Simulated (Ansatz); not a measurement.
K₂Li₃

Input

```
crystal:
  lattice:
    - [6.2612006284, 0.0, 0.0]
    - [0.0, 6.2612006284, 0.0]
    - [0.0, 0.0, 6.2612006284]
  atoms:
    - { symbol: K, position: [0.0, 0.0, 0.0] }
    - { symbol: K, position: [0.5, 0.5, 0.5] }
    - { symbol: Li, position: [0.5, 0.0, 0.0] }
    - { symbol: Li, position: [0.0, 0.5, 0.0] }
    - { symbol: Li, position: [0.0, 0.0, 0.5] }
basis:
  ecutwfc: 420
kpoints:
  mp_grid: { grid: [6, 6, 6] }
hamiltonian:
  xc: pbe
scf:
  occupations: { method: gaussian, width: 0.1 }
output:
  forces: true
  stress: true
  eigenvalues: true
  write_density: true
  write_potential: true
  elf: true
  volumetric_format: npy
relax:
  adjacent_minimum: "off"
  f_tol: 0.01
  max_steps: 80
  cell: { stress_tol: 0.05 }
```

Run with:

```sh
ansatz run input.yaml --threads 1 --pin off --max-ram 2048MiB --backend cpu --events-out ev --progress --plain --runs-dir out
```

Below, planes, directions and counts refer to the conventional cell (a = 6.29 Å, b = 6.29 Å, c = 6.29 Å, α = 90.00°, β = 90.00°, γ = 90.00°).

The fields are those of the run's last geometry, not of the input's.

Space group Pm-3m; a structure generated by program, which may or may not match a known phase; computed without spin polarisation.

These are results of DFT PBE, scalar-relativistic, plane waves, PAW (Ansatz), not measurements.

> What can the converged valence pseudo-density and electron localisation function tell about the bonding?

K–Li (3.15 Å): the density is about 0.05 e/Å³ at the midpoint, with its minimum of 0.04 e/Å³ about 2.1 Å from K; the ELF is about 0.05 at the midpoint (no shared electron pair shows on this line).

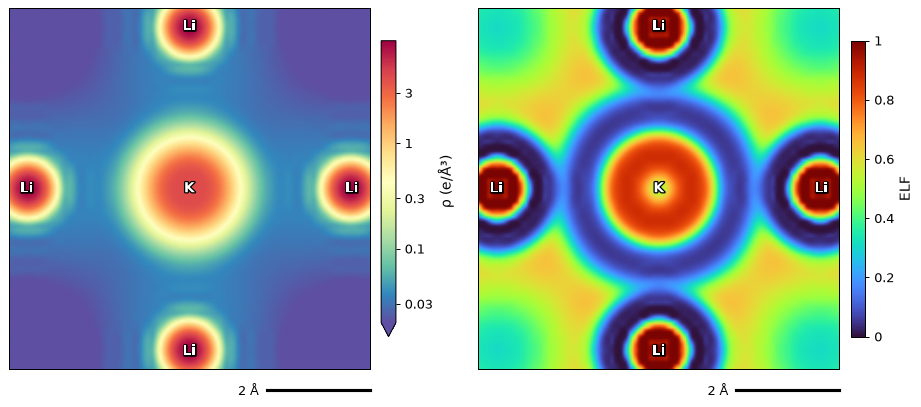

Computed valence pseudo-density and electron localisation function on the (100) plane of the conventional cell, in this order. 

In a PAW calculation such maps are meaningful between the atoms, not at the nuclei.
